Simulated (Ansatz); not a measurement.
# Phonons of InCuW in the AlB2 type

The plan: relax InCuW in the AlB2 type, check its phonons, and, if the lattice is stable, compute its Eliashberg function and ρ(T).

Method: DFT PBE, scalar-relativistic, plane waves, PAW; PAW set soft_1, in Ansatz 0.2.0.

The structure was built from a prototype and need not be the compound's stable phase.

**1. The structure**

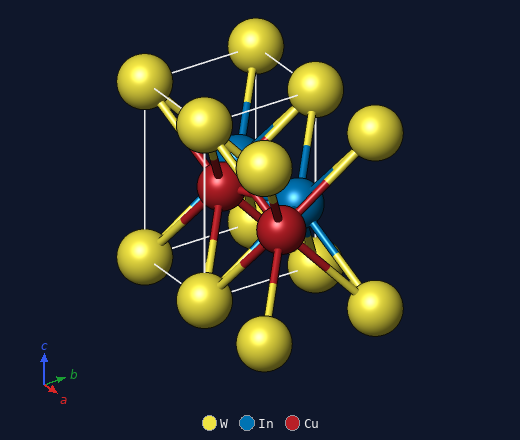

Start, viewed slightly off an axis; tungsten yellow, indium blue, copper red. 2×1×1 cells are drawn. Some periodic images of atoms are drawn too.

**2. Relaxing cell and atoms**

The structure is brought to rest under this functional.

input.yaml

```yaml
crystal:
  lattice:
    - [3.89272, 0.0, 0.0]
    - [-1.94636, 3.37119, 0.0]
    - [0.0, 0.0, 4.08735]
  atoms:
    - { symbol: W, position: [0.0, 0.0, 0.0] }
    - { symbol: In, position: [0.33333333, 0.66666667, 0.5] }
    - { symbol: Cu, position: [0.66666667, 0.33333333, 0.5] }
kpoints:
  mp_grid: { grid: [9, 9, 8] }
hamiltonian:
  xc: pbe
  pseudopotentials: { kind: paw, azcp: { folder: soft_1 } }
scf:
  occupations: { method: gaussian, width: 0.1 }
output:
  forces: true
  stress: true
  eigenvalues: true
relax:
  adjacent_minimum: "off"
  f_tol: 0.005
  max_steps: 80
  cell: { stress_tol: 0.05 }
```

The run is started by

```
$ ansatz run input.yaml --threads 4 --pin off --max-ram 12288MiB --backend cpu --events-out ev --progress --plain --runs-dir out
```

Numbers of over 12 decimals in the logs are rounded to 6 here.

The program printed:

```text
Engine: ansatz 0.2.0, aarch64-unknown-linux-gnu
Pseudopotentials: kind: paw
Pseudopotential: W, paw, valence charge 14, recommended cutoff 420 eV (normal), soft_1/W.paw.azcp
Pseudopotential: In, paw, valence charge 13, recommended cutoff 420 eV (normal), soft_1/In.paw.azcp
Pseudopotential: Cu, paw, valence charge 19, recommended cutoff 420 eV (normal), soft_1/Cu.paw.azcp
Functional definition: PBE
  parameter kappa = 0.804
  parameter beta = 0.066725
  exchange = pbe_x(kappa = kappa, mu = beta*pi^2/3)
  correlation = pbe_c(beta = beta)
Crystal: 3 atoms, lattice volume = 53.639 Å³
Basis set: ecut = 420 eV, 1081 PW (Γ), exchange–correlation on 54×54×60 points (8 copies of the dense FFT grid, shifted against one another)
Bands: 28, of which v1, the nominal top of the filled ones, is band 23 counted from 1 (22 counted from 0)
Symmetry: 12 space group operations
Space group: P-6m2 (ITA 187), of the structure as read, at distance tolerance 3.8e-5 Å
k-points: 60 of 648 (time reversal used)
Non-local potential: W, projectors of the file, l = 0: 3, l = 1: 2, l = 2: 2, l = 3: 1
Non-local potential: In, projectors of the file, l = 0: 2, l = 1: 2, l = 2: 2, l = 3: 1
Non-local potential: Cu, projectors of the file, l = 0: 3, l = 1: 2, l = 2: 3, l = 3: 1
PAW form: soft (Blöchl's): semilocal exchange-correlation on the pseudo side does not see the compensation charge
PAW one-centre angular grid: W, 590 points (default); XC on 64 Gauss nodes
PAW one-centre angular grid: In, 590 points (default); XC on 64 Gauss nodes
PAW one-centre angular grid: Cu, 590 points (default); XC on 64 Gauss nodes
Initial density: superposition of atomic densities (chi_scale 0.1, normalization cell, long waves kept (reshape's long-wave potential 0.00 eV rms))
Initial wavefunctions: pseudopotential atomic-orbital guess
Functional: x = pbe(κ = 0.804, μ = 0.219515), c = pbe(β = 0.066725)
SCF iter   1: F=—  HF=-22606.369435 eV  |F-HF|=—  |Δ(HF+E_count)|=         —  Δρ=1.02e-1  dr2=7.20e0  ethr=3.10e-3  ⟨swp⟩=5.6  Hψ=6195  notcnv=0
preconditioner: auto → Kerker (q_TF=auto, 2.659 Å⁻¹)  [metal: Δε(μ)=0.094 eV  Ē_g=10.352 eV  σ=0.100 eV  W_gap=0.48  n_scr=20 (ndim 8)  ℏωp=27.8 eV  f_vac=0.000  D(μ)=0.62/eV (n_scr^D=0)]
SCF iter   2: F=—  HF=-22605.233888 eV  |F-HF|=—  |Δ(HF+E_count)|=    1.14e0  Δρ=4.49e-2  dr2=2.28e0  ethr=3.10e-3  ⟨swp⟩=2.0  Hψ=2938  notcnv=0  defer=36
SCF iter   3: F=—  HF=-22604.882919 eV  |F-HF|=—  |Δ(HF+E_count)|=   3.51e-1  Δρ=4.56e-2  dr2=7.29e-1  ethr=3.10e-3  ⟨swp⟩=2.1  Hψ=2605  notcnv=0  defer=36
SCF iter   4: F=—  HF=-22604.732264 eV  |F-HF|=—  |Δ(HF+E_count)|=   1.51e-1  Δρ=5.79e-3  dr2=1.19e-2  ethr=1.58e-3  ⟨swp⟩=2.2  Hψ=2844  notcnv=0  defer=24
SCF iter   5: F=—  HF=-22604.737976 eV  |F-HF|=—  |Δ(HF+E_count)|=   5.71e-3  Δρ=2.48e-3  dr2=7.84e-3  ethr=2.58e-5  ⟨swp⟩=2.0  Hψ=3099  notcnv=0  defer=23
SCF iter   6: F=—  HF=-22604.736606 eV  |F-HF|=—  |Δ(HF+E_count)|=   1.37e-3  Δρ=9.70e-4  dr2=4.54e-4  ethr=1.70e-5  ⟨swp⟩=2.0  Hψ=2213  notcnv=0  defer=23
SCF iter   7: F=—  HF=-22604.736491 eV  |F-HF|=—  |Δ(HF+E_count)|=   1.15e-4  Δρ=3.37e-4  dr2=6.89e-5  ethr=9.86e-7  ⟨swp⟩=2.0  Hψ=2046  notcnv=0  defer=23
SCF iter   8: F=—  HF=-22604.736459 eV  |F-HF|=—  |Δ(HF+E_count)|=   3.13e-5  Δρ=9.83e-5  dr2=8.88e-6  ethr=1.50e-7  ⟨swp⟩=2.0  Hψ=2928  notcnv=0  defer=23
SCF iter   9: F=—  HF=-22604.736455 eV  |F-HF|=—  |Δ(HF+E_count)|=   4.59e-6  Δρ=3.11e-5  dr2=9.35e-7  ethr=1.93e-8  ⟨swp⟩=2.0  Hψ=2513  notcnv=0  defer=23
SCF iter  10: F=-22604.736454 eV  HF=-22604.736455 eV  |F-HF|=4.31e-8  |Δ(HF+E_count)|=   2.98e-7  Δρ=9.38e-6  dr2=6.41e-8  ethr=2.17e-10  ⟨swp⟩=5.3  Hψ=6823  notcnv=0
SCF 1 converged in 10 iterations: F = -22604.736454 eV  dr2 = 6.41e-8
  greatest PAW one-centre occupation: 1.000 electrons in one spin orbital (limit 2), on the Cu atom at site 2 (counted from 0), in its partial waves of l = 0
relax step   1: F+E_penalty+E_count = -22604.73645449 eV  Δ(F+E_penalty+E_count) = +0.000e0 eV  max|allowed force component| = 3.300e-16 eV/Å  Δτ_max = 0.0000 Å  P = +4.037 GPa  Ω = 53.639 Å³  (10 SCF iters, dr2 threshold 1.00e-7 eV, accepted)
Crystal: 3 atoms, lattice volume = 53.344 Å³
Basis set: ecut = 420 eV, 1057 PW (Γ), exchange–correlation on 54×54×60 points (8 copies of the dense FFT grid, shifted against one another)
Initial density: handed on by an earlier stage of this run
Initial wavefunctions: those handed on with the density
iter 1 solved again at ethr=4.60e-5 eV; its pass at ethr=3.10e-3 eV (dr2=2.11e-2 eV) is discarded
SCF iter   1: F=—  HF=-22605.303348 eV  |F-HF|=—  |Δ(HF+E_count)|=         —  Δρ=6.56e-3  dr2=2.07e-2  ethr=4.60e-5  ⟨swp⟩=2.0  Hψ=8836  notcnv=0
preconditioner: auto → Kerker (q_TF=auto, 2.662 Å⁻¹)  [metal: Δε(μ)=0.037 eV  Ē_g=9.618 eV  σ=0.100 eV  W_gap=0.20  n_scr=20 (ndim 8)  ℏωp=27.8 eV  f_vac=0.000  D(μ)=1.33/eV (n_scr^D=8)]
SCF iter   2: F=—  HF=-22605.301969 eV  |F-HF|=—  |Δ(HF+E_count)|=   1.38e-3  Δρ=2.14e-3  dr2=3.38e-3  ethr=4.50e-5  ⟨swp⟩=2.0  Hψ=1923  notcnv=0
SCF iter   3: F=—  HF=-22605.301635 eV  |F-HF|=—  |Δ(HF+E_count)|=   3.35e-4  Δρ=1.83e-3  dr2=1.93e-3  ethr=7.35e-6  ⟨swp⟩=2.0  Hψ=2066  notcnv=0
SCF iter   4: F=—  HF=-22605.301394 eV  |F-HF|=—  |Δ(HF+E_count)|=   2.41e-4  Δρ=3.77e-4  dr2=5.69e-5  ethr=4.19e-6  ⟨swp⟩=2.0  Hψ=1934  notcnv=0
SCF iter   5: F=—  HF=-22605.301403 eV  |F-HF|=—  |Δ(HF+E_count)|=   8.53e-6  Δρ=1.29e-4  dr2=7.84e-6  ethr=1.24e-7  ⟨swp⟩=2.0  Hψ=2388  notcnv=0
SCF iter   6: F=—  HF=-22605.301404 eV  |F-HF|=—  |Δ(HF+E_count)|=   1.05e-6  Δρ=3.24e-5  dr2=6.45e-7  ethr=1.70e-8  ⟨swp⟩=2.0  Hψ=2569  notcnv=0
SCF iter   7: F=-22605.301404 eV  HF=-22605.301404 eV  |F-HF|=8.34e-8  |Δ(HF+E_count)|=   3.71e-7  Δρ=1.27e-5  dr2=1.22e-7  ethr=6.52e-10  ⟨swp⟩=5.0  Hψ=6880  notcnv=0
SCF 2 converged in 7 iterations: F = -22605.301404 eV  dr2 = 1.22e-7
relax step   2: F+E_penalty+E_count = -22605.30140399 eV  Δ(F+E_penalty+E_count) = -5.649e-1 eV  max|allowed force component| = 2.683e-16 eV/Å  Δτ_max = 0.0000 Å  P = +1.053 GPa  Ω = 53.344 Å³  energy of the carried Pulay correction = +2.603e-5 eV  (7 SCF iters, dr2 threshold 3.00e-7 eV, accepted)
Crystal: 3 atoms, lattice volume = 52.361 Å³
Basis set: ecut = 420 eV, 997 PW (Γ), exchange–correlation on 54×54×60 points (8 copies of the dense FFT grid, shifted against one another)
iter 1 solved again at ethr=8.53e-5 eV; its pass at ethr=3.10e-3 eV (dr2=3.92e-2 eV) is discarded
SCF iter   1: F=—  HF=-22605.737826 eV  |F-HF|=—  |Δ(HF+E_count)|=         —  Δρ=9.39e-3  dr2=3.94e-2  ethr=8.53e-5  ⟨swp⟩=1.3  Hψ=8241  notcnv=0
[...]
relax step   7: F+E_penalty+E_count = -22607.08392959 eV  Δ(F+E_penalty+E_count) = -2.711e-1 eV  max|allowed force component| = 1.974e-16 eV/Å  Δτ_max = 0.0000 Å  P = +4.607 GPa  Ω = 47.984 Å³  energy of the carried Pulay correction = +1.980e-3 eV  (6 SCF iters, dr2 threshold 3.00e-7 eV, accepted)
relax step   8: F+E_penalty+E_count = -22607.08840253 eV  Δ(F+E_penalty+E_count) = -4.473e-3 eV  max|allowed force component| = 1.542e-17 eV/Å  Δτ_max = 0.0000 Å  P = -6.184 GPa  Ω = 51.223 Å³  energy of the carried Pulay correction = +4.141e-4 eV  (6 SCF iters, dr2 threshold 3.00e-7 eV, accepted)
relax step   9: F+E_penalty+E_count = -22607.13383039 eV  Δ(F+E_penalty+E_count) = -4.543e-2 eV  max|allowed force component| = 8.018e-17 eV/Å  Δτ_max = 0.0000 Å  P = +1.286 GPa  Ω = 48.850 Å³  energy of the carried Pulay correction = +1.513e-3 eV  (6 SCF iters, dr2 threshold 3.00e-7 eV, accepted)
relax step  10: F+E_penalty+E_count = -22607.13896485 eV  Δ(F+E_penalty+E_count) = -5.134e-3 eV  max|allowed force component| = 8.789e-17 eV/Å  Δτ_max = 0.0000 Å  P = +0.020 GPa  Ω = 49.205 Å³  energy of the carried Pulay correction = +1.359e-3 eV  (6 SCF iters, dr2 threshold 3.00e-7 eV, accepted)
relax step  11: F+E_penalty+E_count = -22607.13902446 eV  Δ(F+E_penalty+E_count) = -5.961e-5 eV  max|allowed force component| = 8.018e-17 eV/Å  Δτ_max = 0.0000 Å  P = -0.002 GPa  Ω = 49.211 Å³  energy of the carried Pulay correction = +1.357e-3 eV  (6 SCF iters, dr2 threshold 1.83e-7 eV, accepted)
relax step  12: F+E_penalty+E_count = -22607.15648364 eV  Δ(F+E_penalty+E_count) = -1.746e-2 eV  max|allowed force component| = 7.864e-17 eV/Å  Δτ_max = 0.0000 Å  P = +0.656 GPa  Ω = 49.211 Å³  stress off target by 1.01e0 GPa  SCF on the basis re-selected at this cell (its energy is not comparable with the rows above)  (8 SCF iters)
relax step  13: F+E_penalty+E_count = -22607.15735811 eV  Δ(F+E_penalty+E_count) = -8.745e-4 eV  max|allowed force component| = 1.264e-16 eV/Å  Δτ_max = 0.0000 Å  P = +0.087 GPa  Ω = 49.401 Å³  energy of the carried Pulay correction = -8.356e-5 eV  (6 SCF iters, dr2 threshold 3.00e-7 eV, accepted)
relax step  14: F+E_penalty+E_count = -22607.15735943 eV  Δ(F+E_penalty+E_count) = -1.316e-6 eV  max|allowed force component| = 5.705e-17 eV/Å  Δτ_max = 0.0000 Å  P = +0.001 GPa  Ω = 49.429 Å³  energy of the carried Pulay correction = -9.602e-5 eV  (6 SCF iters, dr2 threshold 3.81e-8 eV, accepted)
iter 1 solved again at ethr=1.38e-8 eV; its pass at ethr=3.10e-3 eV (dr2=6.35e-6 eV) is discarded
SCF iter   1: F=—  HF=-22607.157368 eV  |F-HF|=—  |Δ(HF+E_count)|=         —  Δρ=2.45e-4  dr2=6.24e-7  ethr=1.38e-8  ⟨swp⟩=3.0  Hψ=10767  notcnv=0
preconditioner: auto → none  [metal: Δε(μ)=0.043 eV  Ē_g=10.118 eV  σ=0.100 eV  W_gap=0.24  n_scr=8 (ndim 8)  ℏωp=28.9 eV  f_vac=0.000  D(μ)=3.00/eV (n_scr^D=32)]
SCF iter   2: F=—  HF=-22607.157437 eV  |F-HF|=—  |Δ(HF+E_count)|=   6.92e-5  Δρ=1.23e-4  dr2=1.65e-7  ethr=1.36e-9  ⟨swp⟩=1.0  Hψ=1680  notcnv=0
SCF iter   3: F=—  HF=-22607.157457 eV  |F-HF|=—  |Δ(HF+E_count)|=   1.99e-5  Δρ=7.88e-6  dr2=1.30e-8  ethr=3.59e-10  ⟨swp⟩=1.0  Hψ=1680  notcnv=0
SCF iter   4: F=—  HF=-22607.157457 eV  |F-HF|=—  |Δ(HF+E_count)|=   1.71e-8  Δρ=7.80e-7  dr2=3.30e-11  ethr=2.83e-11  ⟨swp⟩=2.0  Hψ=2776  notcnv=0
iter 5 did not close the SCF: its close was put off for the readings that it lacked (scf_convergence_deferred on its scf_iter line)
SCF iter   5: F=-22607.157457 eV  HF=-22607.157457 eV  |F-HF|=3.64e-12  |Δ(HF+E_count)|=  6.08e-10  Δρ=9.12e-8  dr2=2.96e-12  ethr=1.00e-12  ⟨swp⟩=1.1  Hψ=1683  notcnv=0
iter 6 did not close the SCF: its close was put off for the readings that it lacked (scf_convergence_deferred on its scf_iter line)
SCF iter   6: F=-22607.157457 eV  HF=-22607.157457 eV  |F-HF|=0.00e0  |Δ(HF+E_count)|=  1.09e-11  Δρ=3.06e-8  dr2=1.59e-13  ethr=1.00e-12  ⟨swp⟩=1.0  Hψ=1680  notcnv=0
iter 7 did not close the SCF: its close was put off for the readings that it lacked (scf_convergence_deferred on its scf_iter line)
SCF iter   7: F=-22607.157457 eV  HF=-22607.157457 eV  |F-HF|=3.64e-12  |Δ(HF+E_count)|=  1.09e-11  Δρ=9.38e-9  dr2=1.76e-14  ethr=1.00e-12  ⟨swp⟩=1.0  Hψ=1680  notcnv=0
iter 8 did not close the SCF: its close was put off for the readings that it lacked (scf_convergence_deferred on its scf_iter line)
SCF iter   8: F=-22607.157457 eV  HF=-22607.157457 eV  |F-HF|=7.28e-12  |Δ(HF+E_count)|=  1.09e-11  Δρ=1.49e-9  dr2=2.32e-16  ethr=1.00e-12  ⟨swp⟩=1.0  Hψ=1680  notcnv=0
SCF iter   9: F=-22607.157457 eV  HF=-22607.157457 eV  |F-HF|=0.00e0  |Δ(HF+E_count)|=  7.28e-12  Δρ=2.59e-10  dr2=1.25e-17  ethr=1.00e-12  ⟨swp⟩=2.0  Hψ=4166  notcnv=0
SCF 15 converged in 9 iterations: F = -22607.157457 eV  dr2 = 1.25e-17
relax step  15: F+E_penalty+E_count = -22607.15745731 eV  Δ(F+E_penalty+E_count) = -9.788e-5 eV  max|allowed force component| = 8.018e-17 eV/Å  Δτ_max = 0.0000 Å  P = +0.001 GPa  Ω = 49.429 Å³  stress off target by 1.20e-3 GPa  SCF on the basis re-selected at this cell (its energy is not comparable with the rows above)  (9 SCF iters)
basis re-selected at this cell: Δ(F+E_penalty+E_count) = -9.788e-5 eV, ΔP = -0.000 GPa vs the last step (what re-selecting the basis moved, of the pressure what is left beyond the Pulay correction that the steps carried, after the strain that the cell walked since its last selection, with what the two solves' SCF thresholds leave and, on support functions, any second-order correction that the steps lacked; it is no m [...]
SCF converged after 9 iterations
Free energy (F): -22607.157457 eV
Harris-Foulkes:  -22607.157457 eV  (|F-HF|=0.00e0)
Internal energy: -22607.142465 eV  (E = F + TS)
E sigma→0 (E₀):  -22607.149961 eV
Entropy (-TS):   -0.014992 eV (-4.997 meV/atom)
Fermi energy:    16.630450 eV
--- Per-component energies (eV) ---
  E_band       = -464.638585
  E_kinetic    = 901.577673
  E_local      = -6610.951091  (includes V_loc(G=0)·N_el)
  E_nonlocal   = 1190.793597
  E_hartree    = 2821.167472
  E_xc         = -478.754891
  E_vxc        = -408.895585  (∫ρ·V_xc dr)
  E_paw        = -14601.451840  (= ΣΔE_a)
  E_vpaw       = -1179.499423  (= ΣTr[D̂ρ^β])
  E_aug_tail   = 0.001300  (compensation charges beyond the density's cutoff)
  E_ewald      = -5829.524685
  E_smearing   = -0.014992  (= −TS)
  E_closure    = 0.000000  (closes the sum)
  Σ components = -22607.157457   (vs F -22607.157457, Δ=0.00e0)
--- Forces (eV/Å), atoms counted from 1 ---
  atom   1  W     -0.00000000    -0.00000000     0.00000000
  atom   2  In     0.00000000    -0.00000000     0.00000000
  atom   3  Cu     0.00000000     0.00000000     0.00000000
  max |Σ_I F_I| component: 2.78e-17 eV/Å
--- Stress (GPa, compression-positive) ---
        0.001205       0.000000       0.000000
       -0.000000       0.001205       0.000000
        0.000000       0.000000       0.000155
  P = ⅓ Tr σ = 0.0009 GPa (0.009 kbar)
--- Band table (eV; the first three rows and the last of 60) ---
  k-point 0: bands = [... 19 lower, 14.1275, 14.1740, 14.1740, 18.4370, 18.7888, 18.7888, 19.8498, 19.8498, ... 1 higher]
  k-point 1: bands = [... 19 lower, 14.6084, 14.6084, 14.6172, 17.6533, 17.6533, 18.5970, 21.1120, 21.1120, ... 1 higher]
  k-point 2: bands = [... 19 lower, 15.3992, 15.3992, 15.7823, 16.4711, 16.4711, 19.1055, 20.0988, 22.2449, ... 1 higher]
  k-point 59: bands = [... 19 lower, 14.4460, 14.9117, 15.4260, 16.2080, 17.4161, 18.9123, 18.9627, 19.6755, ... 1 higher]
--- Relaxed structure (13 steps of the walk, 13 accepted, 2 SCFs on fresh bases) ---
  F+E_penalty+E_count = -22607.15745731 eV   max|allowed force component| = 8.018e-17 eV/Å   (the final SCF, on the basis selected at the relaxed cell)
  cell:  # Å, volume = 49.4294 Å³
    - [4.485322, 0, 0.0]
    - [-2.242661, 3.884403, 0.0]
    - [0.0, 0.0, 2.837054]
  atoms:
    - { symbol: W, position: [0, 0, 0.0] }
    - { symbol: In, position: [0.333333, 0.666667, 0.5] }
    - { symbol: Cu, position: [0.666667, 0.333333, 0.5] }
```

Run time: 44 s. Hardware: 4 threads of Arm Neoverse V1, shared host; peak memory 0.47 GiB.

Step by step:

```tsv
step	energy less that of the first step (eV)	largest force component (eV/Å)	pressure (GPa)	volume (Å³)
1	0.0000	0.0000	4.04	53.64
2	-0.5649	0.0000	1.05	53.34
3	-0.9961	0.0000	0.50	52.36
4	-1.3676	0.0000	0.57	51.29
5	-1.7094	0.0000	0.71	50.37
6	-2.0764	0.0000	2.17	49.16
7	-2.3475	0.0000	4.61	47.98
8	-2.3519	0.0000	-6.18	51.22
9	-2.3974	0.0000	1.29	48.85
10	-2.4025	0.0000	0.02	49.20
11	-2.4026	0.0000	0.00	49.21
12*	-2.4200	0.0000	0.66	49.21
13	-2.4209	0.0000	0.09	49.40
14	-2.4209	0.0000	0.00	49.43
15*	-2.4210	0.0000	0.00	49.43
```

Relaxation steps marked * repeat the geometry before them on a plane-wave basis chosen anew for their cell, so energy and pressure can jump there.

Forces are held to the 12 operations that the run works with; a distortion that breaks them can't arise in this run.

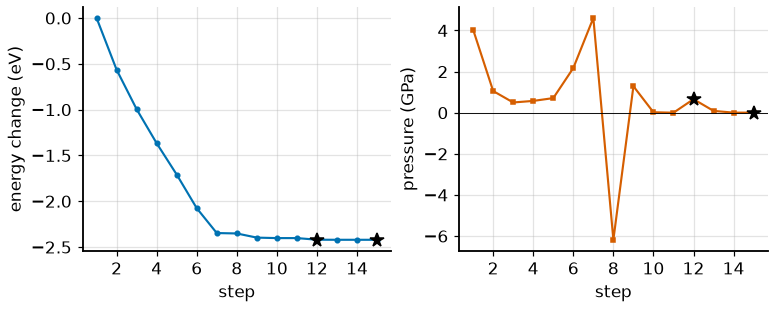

Energy and pressure along the relaxation. Stars mark steps on a basis chosen anew.

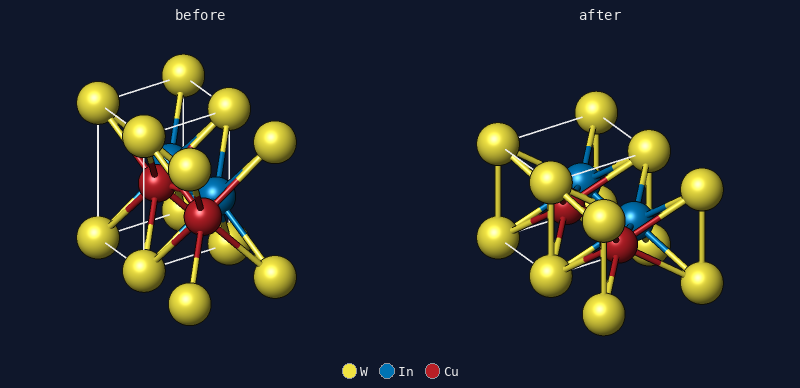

The structure before and after the relaxation, drawn at the same scale.

```tsv
cell as run	before	after	change
a (Å)	3.893	4.485	+15.2 %
b (Å)	3.893	4.485	+15.2 %
c (Å)	4.087	2.837	-30.6 %
volume (Å³/atom)	17.88	16.48	-7.8 %
```

Final coordinates:

```xyz
3
Lattice="4.4853 0.0000 0.0000 -2.2427 3.8844 0.0000 0.0000 0.0000 2.8371" Properties=species:S:1:pos:R:3 pbc="T T T"
W     0.0000    0.0000    0.0000
In    0.0000    2.5896    1.4185
Cu    2.2427    1.2948    1.4185
```

This step gave:

| Quantity | Value |
| --- | --- |
| pressure | 8.55e-4 GPa |
| volume per atom | 16.48 Å³/atom |
| metallic on mesh | yes |
| gap on the k-mesh | 0 eV |

The largest force is now zero by symmetry and the largest stress component 0.0012 GPa.

**3. Relaxing tightly for phonons**

No force is left; the cell is relaxed once more with another smearing and tight thresholds.

input.yaml, the sections that differ from step 2:

```yaml
crystal:
  lattice:
    - [4.4853219971, 0.0, 0.0]
    - [-2.2426609986, 3.8844027937, 0.0]
    - [0.0, 0.0, 2.8370540651]
  atoms:
    - { symbol: W, position: [0.0, 0.0, 0.0] }
    - { symbol: In, position: [0.3333333333, 0.6666666667, 0.5] }
    - { symbol: Cu, position: [0.6666666667, 0.3333333333, 0.5] }
kpoints:
  mp_grid: { grid: [9, 9, 10] }
scf:
  occupations: { method: methfessel_paxton, width: 0.2 }
relax:
  adjacent_minimum: "off"
  f_tol: 0.001
  max_steps: 60
  cell: { stress_tol: 0.01 }
# hamiltonian, output: as in step 2
```

The program printed:

```text
[the first part of the log is left out]
  E_vxc        = -408.938285  (∫ρ·V_xc dr)
  E_paw        = -14601.356369  (= ΣΔE_a)
  E_vpaw       = -1179.333803  (= ΣTr[D̂ρ^β])
  E_aug_tail   = 0.001295  (compensation charges beyond the density's cutoff)
  E_ewald      = -5830.833496
  E_smearing   = 0.001528  (= −TS)
  E_closure    = -0.000000  (closes the sum)
  Σ components = -22607.154657   (vs F -22607.154657, Δ=0.00e0)
[...]
--- Stress (GPa, compression-positive) ---
       -0.005110      -0.000000       0.000000
       -0.000000      -0.005110      -0.000000
        0.000000      -0.000000       0.004471
  P = ⅓ Tr σ = -0.0019 GPa (-0.019 kbar)
--- Band table (eV; the first three rows and the last of 72) ---
[...]
--- Relaxed structure (3 steps of the walk, 2 accepted, 1 SCFs on fresh bases) ---
[...]
cell:  # Å, volume = 49.3964 Å³
    - [4.484506, 2.886212677949832e-11, 0]
    - [-2.242253, 3.883696, 0]
    - [0, 0, 2.836191]
  atoms:
    - { symbol: W, position: [0, 0, 0] }
    - { symbol: In, position: [0.333333, 0.666667, 0.5] }
    - { symbol: Cu, position: [0.666667, 0.333333, 0.5] }
```

Run time: 13 s. Hardware: 4 threads; peak memory 0.47 GiB; 48 s of CPU time.

Little changed from the start: no atom moved by 0.005 Å and no cell edge by 0.1 %.

Numbers from this step:

```
pressure        : -0.001916 GPa
volume per atom : 16.47 Å³/atom
```

The largest force is now zero by symmetry and the largest stress component 0.0051 GPa, small enough for phonons.

(Part 1 of 3 ends here.)

[Logs are printed without paths, hosts, clocks, repeated set-up lines and the standing remarks that a program may print on its own settings, such as how far it seeks lower states.]

[Hosts, paths, dates, database ids (printed as entryN), source tags and the programs' standing remarks are cut or masked in the printed files.]
